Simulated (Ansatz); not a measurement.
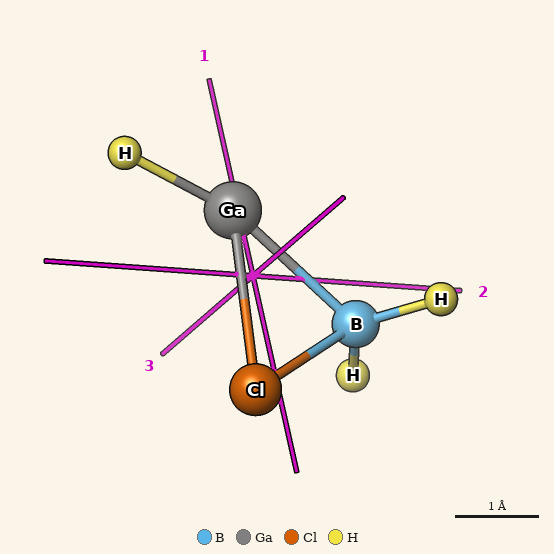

The three principal axes of inertia are drawn and numbered. Depth is shown by fading: the farther an atom, the more it takes the colour of the background. The geometry was computed by an optimisation with PBE0-D4/def2-TZVP. No frequency run is at hand to confirm it as a minimum. Masses are those of the most abundant isotopes; constants are for the rigid equilibrium geometry.

Question: Which line is the a axis (least moment of inertia), which b and which c?

Answer: a is line 1, b is line 2, c is line 3; the moments are 36.7, 149, 181 u Å².

Question: Classify the rotor and give the rotational constants (MHz).

Answer: An asymmetric top (Cs): A = 13770, B = 3389, C = 2785 MHz. Ray's parameter κ is −0.89, close to the prolate limit.
